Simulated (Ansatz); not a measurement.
## Molecular dynamics of SnSiH$_{3}$OF$_{3}$ (part 2 of 2)

SnSiH$_{3}$OF$_{3}$, SMILES [F][Sn]([F])([F])[O][SiH3]; UKS BLYP/def2-SVP (Ansatz 0.2.0). The geometry comes from this level: PBE0-D4/def2-TZVP.

Geometry of the input (Å):
```
F  2.5869  -1.8497  -0.2291
Sn 1.1136  -0.8477  -0.8275
F  1.7498  0.4973  -1.9843
F  0.0020  -1.9873  -1.8359
O  0.1978  -0.1143  0.6659
Si -1.1077  0.8539  0.9738
H  -2.3394  0.2347  0.4227
H  -0.9084  2.1870  0.3514
H  -1.2061  0.9798  2.4460
```

### Trajectory as extended XYZ, continued
```
9
Properties=species:S:1:pos:R:3:forces:R:3 step=7 time_fs=14.0 energy=-23945.17027 temperature=430.5
F     2.6363   -1.9167   -0.2985    0.0726  -0.0252   0.1176
Sn    1.1187   -0.8358   -0.8148    0.3537  -0.3643  -1.2319
F     1.8260    0.5359   -2.0231   -0.1826  -0.2469   0.2281
F    -0.0758   -2.0289   -1.8075    0.1781   0.2405   0.1255
O     0.2029   -0.0858    0.7098    0.3241  -0.6076   0.3312
Si   -1.1612    0.8326    0.9497   -0.4341   1.0993   0.3979
H    -2.4769    0.2933    0.4868    0.0825  -0.2509  -0.1154
H    -0.9077    2.1530    0.2980   -0.1821   0.1350  -0.1253
H    -1.1596    1.0204    2.4204   -0.2122   0.0202   0.2724
9
Properties=species:S:1:pos:R:3:forces:R:3 step=9 time_fs=18.0 energy=-23945.16286 temperature=425.3
F     2.6597   -1.9418   -0.3133   -0.4250   0.3366  -0.0566
Sn    1.1203   -0.8327   -0.8136    0.7537  -0.7529  -1.6138
F     1.8480    0.5491   -2.0358   -0.3628  -0.5559   0.4938
F    -0.1006   -2.0425   -1.8018    0.4746   0.5392   0.3332
O     0.2264   -0.1015    0.7262   -0.8475   0.3948   0.6972
Si   -1.1914    0.8471    0.9505    0.9673   0.1209   0.5176
H    -2.4477    0.2570    0.4903   -0.4346  -0.4690  -0.2953
H    -0.9877    2.1413    0.2638   -0.0227   0.3267  -0.1691
H    -1.2218    1.0254    2.4294   -0.1031   0.0595   0.0931
9
Properties=species:S:1:pos:R:3:forces:R:3 step=10 time_fs=20.0 energy=-23945.14730 temperature=405.6
F     2.6703   -1.9535   -0.3208   -0.6260   0.4857  -0.1209
Sn    1.1214   -0.8315   -0.8137    0.8716  -0.8850  -1.6801
F     1.8580    0.5542   -2.0408   -0.4309  -0.6637   0.5889
F    -0.1116   -2.0477   -1.7981    0.5873   0.6502   0.4052
O     0.2357   -0.1085    0.7368   -1.2131   0.7618   0.7718
Si   -1.2048    0.8549    0.9520    0.9215  -0.2406   0.3274
H    -2.4567    0.2123    0.4754   -0.0670  -0.2449  -0.1398
H    -1.0301    2.1547    0.2363   -0.0015   0.0758  -0.0064
H    -1.2600    1.0311    2.4427   -0.0419   0.0608  -0.1461
9
Properties=species:S:1:pos:R:3:forces:R:3 step=11 time_fs=22.0 energy=-23945.10460 temperature=359.5
F     2.6796   -1.9643   -0.3286   -0.7887   0.6082  -0.1690
Sn    1.1229   -0.8305   -0.8144    0.9127  -0.9553  -1.6308
F     1.8671    0.5579   -2.0446   -0.4826  -0.7402   0.6574
F    -0.1215   -2.0517   -1.7935    0.6744   0.7336   0.4551
O     0.2421   -0.1136    0.7492   -1.4070   1.0061   0.7403
Si   -1.2169    0.8623    0.9539    0.6804  -0.5843  -0.0084
H    -2.4683    0.1583    0.4552    0.3792   0.0726   0.0646
H    -1.0725    2.1710    0.2085    0.0170  -0.2071   0.1768
H    -1.2997    1.0391    2.4505    0.0147   0.0664  -0.2860
9
Properties=species:S:1:pos:R:3:forces:R:3 step=13 time_fs=26.0 energy=-23945.03298 temperature=281.5
F     2.6932   -1.9818   -0.3451   -0.9938   0.7673  -0.2201
Sn    1.1266   -0.8296   -0.8173    0.7725  -0.9058  -1.1816
F     1.8822    0.5606   -2.0480   -0.5345  -0.8017   0.7117
F    -0.1370   -2.0550   -1.7815    0.7663   0.8149   0.4882
O     0.2446   -0.1162    0.7790   -1.3360   1.1460   0.3724
Si   -1.2385    0.8744    0.9572    0.6242  -1.2068  -0.5590
H    -2.4393    0.0676    0.4273    0.5191   0.3604   0.2092
H    -1.1539    2.1743    0.1773    0.1030  -0.2800   0.2520
H    -1.3757    1.0633    2.4343    0.0793   0.1057  -0.0728
9
Properties=species:S:1:pos:R:3:forces:R:3 step=14 time_fs=28.0 energy=-23945.03074 temperature=276.3
F     2.6971   -1.9883   -0.3540   -1.0374   0.8034  -0.2253
Sn    1.1289   -0.8296   -0.8193    0.6204  -0.8053  -0.8261
F     1.8882    0.5596   -2.0475   -0.5349  -0.7885   0.6984
F    -0.1424   -2.0541   -1.7740    0.7701   0.8138   0.4733
O     0.2408   -0.1134    0.7955   -1.1250   1.0808   0.0883
Si   -1.2480    0.8781    0.9578    0.9100  -1.4073  -0.5557
H    -2.3935    0.0419    0.4252    0.1589   0.2153   0.0982
H    -1.1897    2.1586    0.1766    0.1535  -0.0361   0.1073
H    -1.4096    1.0810    2.4187    0.0845   0.1238   0.1416
9
Properties=species:S:1:pos:R:3:forces:R:3 step=16 time_fs=32.0 energy=-23945.00240 temperature=247.3
F     2.6984   -1.9964   -0.3732   -1.0128   0.7920  -0.1969
Sn    1.1340   -0.8303   -0.8241    0.2453  -0.5278  -0.0334
F     1.8969    0.5528   -2.0425   -0.4885  -0.6799   0.6002
F    -0.1486   -2.0476   -1.7563    0.6964   0.7351   0.3901
O     0.2260   -0.1003    0.8284   -0.5214   0.7967  -0.4990
Si   -1.2629    0.8798    0.9572    1.4644  -1.2759  -0.0160
H    -2.3029    0.0044    0.4249   -0.6859  -0.2653  -0.2122
H    -1.2421    2.1340    0.1806    0.1975   0.3621  -0.1713
H    -1.4673    1.1303    2.4072    0.1050   0.0630   0.1385
9
Properties=species:S:1:pos:R:3:forces:R:3 step=17 time_fs=34.0 energy=-23945.01184 temperature=255.4
F     2.6960   -1.9979   -0.3834   -0.9460   0.7455  -0.1636
Sn    1.1366   -0.8309   -0.8266    0.0477  -0.3741   0.3452
F     1.8997    0.5473   -2.0381   -0.4435  -0.5865   0.5195
F    -0.1495   -2.0421   -1.7461    0.6212   0.6606   0.3255
O     0.2162   -0.0907    0.8434   -0.1956   0.6109  -0.7494
Si   -1.2674    0.8778    0.9566    1.2089  -1.1052   0.0296
H    -2.2905   -0.0258    0.4150   -0.6100  -0.1316  -0.1350
H    -1.2572    2.1404    0.1746    0.1861   0.2021  -0.1089
H    -1.4905    1.1595    2.4112    0.1313  -0.0218  -0.0628
9
Properties=species:S:1:pos:R:3:forces:R:3 step=19 time_fs=38.0 energy=-23945.01449 temperature=258.2
F     2.6855   -1.9967   -0.4047   -0.7018   0.5678  -0.0627
Sn    1.1420   -0.8325   -0.8311   -0.3472  -0.0467   1.0266
F     1.9028    0.5329   -2.0263   -0.3118  -0.3259   0.2984
F    -0.1478   -2.0271   -1.7241    0.3937   0.4430   0.1517
O     0.1962   -0.0675    0.8674    0.4335   0.1691  -1.1314
Si   -1.2721    0.8696    0.9554    0.1745  -0.8346  -0.4463
H    -2.3222   -0.0875    0.3877    0.0692   0.5311   0.2563
H    -1.2667    2.1646    0.1555    0.1406  -0.3376   0.1397
H    -1.5209    1.2121    2.4062    0.1493  -0.1661  -0.2323
9
Properties=species:S:1:pos:R:3:forces:R:3 step=20 time_fs=40.0 energy=-23945.00970 temperature=253.5
F     2.6780   -1.9943   -0.4156   -0.5243   0.4355   0.0019
Sn    1.1445   -0.8334   -0.8329   -0.5440   0.1349   1.3395
F     1.9033    0.5246   -2.0194   -0.2267  -0.1628   0.1594
F    -0.1456   -2.0182   -1.7126    0.2405   0.3009   0.0423
O     0.1874   -0.0551    0.8755    0.7385  -0.0869  -1.2703
Si   -1.2738    0.8637    0.9540   -0.1238  -0.6680  -0.6295
H    -2.3403   -0.0936    0.3854    0.2009   0.6136   0.3141
H    -1.2629    2.1619    0.1520    0.1155  -0.3879   0.1371
H    -1.5275    1.2300    2.3906    0.1234  -0.1794  -0.0946
9
Properties=species:S:1:pos:R:3:forces:R:3 step=21 time_fs=42.0 energy=-23945.01850 temperature=261.1
F     2.6695   -1.9910   -0.4264   -0.3130   0.2761   0.0732
Sn    1.1469   -0.8342   -0.8343   -0.7383   0.3309   1.6357
F     1.9033    0.5160   -2.0121   -0.1318   0.0163   0.0055
F    -0.1429   -2.0087   -1.7009    0.0639   0.1405  -0.0797
O     0.1803   -0.0428    0.8805    1.0223  -0.3528  -1.3778
Si   -1.2757    0.8569    0.9518   -0.1845  -0.4744  -0.6384
H    -2.3506   -0.0762    0.3950    0.1047   0.4536   0.2369
H    -1.2547    2.1443    0.1537    0.0918  -0.2346   0.0225
H    -1.5294    1.2409    2.3714    0.0850  -0.1556   0.1221
9
Properties=species:S:1:pos:R:3:forces:R:3 step=23 time_fs=46.0 energy=-23944.99615 temperature=237.6
F     2.6510   -1.9830   -0.4476    0.1804  -0.1015   0.2267
Sn    1.1508   -0.8354   -0.8353   -1.0980   0.7434   2.1312
F     1.9028    0.4992   -1.9979    0.0672   0.3870  -0.3153
F    -0.1376   -1.9891   -1.6784   -0.3280  -0.2050  -0.3391
O     0.1742   -0.0215    0.8804    1.3855  -0.8164  -1.4910
Si   -1.2799    0.8416    0.9450    0.1678   0.0872  -0.0757
H    -2.3704   -0.0027    0.4346   -0.4871  -0.2548  -0.1325
H    -1.2285    2.0929    0.1531    0.0491   0.2790  -0.2820
H    -1.5244    1.2462    2.3532    0.0630  -0.1188   0.2775
9
Properties=species:S:1:pos:R:3:forces:R:3 step=24 time_fs=48.0 energy=-23944.98368 temperature=224.3
F     2.6420   -1.9792   -0.4575    0.4362  -0.2994   0.3021
Sn    1.1522   -0.8357   -0.8348   -1.2468   0.9362   2.2934
F     1.9027    0.4918   -1.9916    0.1577   0.5549  -0.4602
F    -0.1357   -1.9798   -1.6681   -0.5176  -0.3678  -0.4596
O     0.1760   -0.0136    0.8750    1.3945  -0.9569  -1.4887
Si   -1.2818    0.8340    0.9412    0.1628   0.3620   0.1351
H    -2.4024    0.0263    0.4504   -0.4921  -0.3739  -0.1790
H    -1.2122    2.0789    0.1390    0.0132   0.2854  -0.2548
H    -1.5184    1.2419    2.3602    0.0921  -0.1406   0.1117
9
Properties=species:S:1:pos:R:3:forces:R:3 step=26 time_fs=52.0 energy=-23944.98127 temperature=220.3
F     2.6272   -1.9736   -0.4754    0.8740  -0.6426   0.4242
Sn    1.1539   -0.8352   -0.8316   -1.4306   1.2210   2.3723
F     1.9035    0.4806   -1.9821    0.2871   0.7929  -0.6668
F    -0.1355   -1.9637   -1.6504   -0.8103  -0.6140  -0.6413
O     0.1894   -0.0047    0.8536    1.0478  -0.9769  -1.3438
Si   -1.2854    0.8203    0.9341   -0.3552   0.5326  -0.1332
H    -2.5085    0.0475    0.4656    0.3670   0.0055   0.0725
H    -1.1802    2.0754    0.0883   -0.1070  -0.1688   0.1257
H    -1.4947    1.2163    2.3792    0.1272  -0.1497  -0.2094
9
Properties=species:S:1:pos:R:3:forces:R:3 step=27 time_fs=54.0 energy=-23944.97729 temperature=218.0
F     2.6223   -1.9727   -0.4832    1.0167  -0.7573   0.4597
Sn    1.1540   -0.8345   -0.8288   -1.4393   1.2801   2.2710
F     1.9047    0.4774   -1.9793    0.3165   0.8436  -0.7148
F    -0.1377   -1.9574   -1.6434   -0.8889  -0.6790  -0.6911
O     0.2001   -0.0039    0.8379    0.7360  -0.8646  -1.1916
Si   -1.2877    0.8146    0.9304   -0.3542   0.4462  -0.3385
H    -2.5496    0.0542    0.4747    0.6619   0.1109   0.1358
H    -1.1692    2.0687    0.0662   -0.1574  -0.2841   0.2505
H    -1.4757    1.1947    2.3788    0.1085  -0.0958  -0.1810
9
Properties=species:S:1:pos:R:3:forces:R:3 step=29 time_fs=58.0 energy=-23945.04045 temperature=284.6
F     2.6187   -1.9755   -0.4958    1.0765  -0.8140   0.4651
Sn    1.1529   -0.8317   -0.8212   -1.2154   1.1421   1.7293
F     1.9091    0.4760   -1.9780    0.2931   0.7888  -0.6844
F    -0.1476   -1.9489   -1.6337   -0.8759  -0.6674  -0.6915
O     0.2261   -0.0080    0.7984   -0.0349  -0.4545  -0.6941
Si   -1.2934    0.8047    0.9215    0.5097   0.0570  -0.3611
H    -2.5557    0.0781    0.5071    0.3752  -0.1581  -0.0223
H    -1.1659    2.0255    0.0506   -0.1692   0.0341   0.1167
H    -1.4264    1.1437    2.3632    0.0409   0.0719   0.1423
9
Properties=species:S:1:pos:R:3:forces:R:3 step=30 time_fs=60.0 energy=-23945.06375 temperature=310.7
F     2.6203   -1.9794   -0.5007    0.9862  -0.7489   0.4385
Sn    1.1518   -0.8297   -0.8164   -0.9626   0.9192   1.2625
F     1.9122    0.4777   -1.9795    0.2418   0.6893  -0.6071
F    -0.1552   -1.9468   -1.6310   -0.7843  -0.5913  -0.6405
O     0.2395   -0.0120    0.7757   -0.4533  -0.1708  -0.3332
Si   -1.2956    0.8000    0.9162    1.1796  -0.0946  -0.0857
H    -2.5317    0.0850    0.5244   -0.0846  -0.4460  -0.1790
H    -1.1742    2.0012    0.0520   -0.1403   0.3225  -0.0574
H    -1.3988    1.1207    2.3603    0.0175   0.1207   0.2019
```

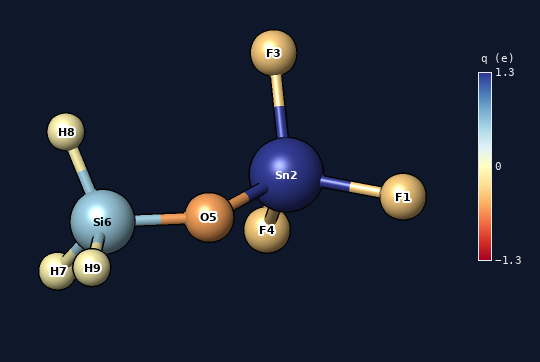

Figure 1. Mulliken charges, as the colour of each atom (ball-and-stick view, seen at a tilt; atoms are numbered from 1 in the order of the input). By element: F −0.35 to −0.34, Sn +1.26, O −0.55, Si +0.57 and H −0.09 to −0.08 e.

### Key numbers

```csv
quantity,value
outcome,finished
mean temperature over the second half,252 K
trajectory,"30 steps, 60 fs"
ensemble,nvt_nose_hoover
temperature in the input,300 K
time step,2 fs
potential energy (last step),−23945.0641 eV
SCF solution under orbital rotations (last step),stable
largest force (length of the vector) (last step),1.834 eV/Å
dipole moment (last step),2.13 D
hardware,"8 threads of Arm Neoverse V1, 23 GiB of memory available, shared host"
wall time,53 s (CPU time 4.5 min)
peak memory,0.54 GiB
```

### Remarks

So short a trajectory is not equilibrated.
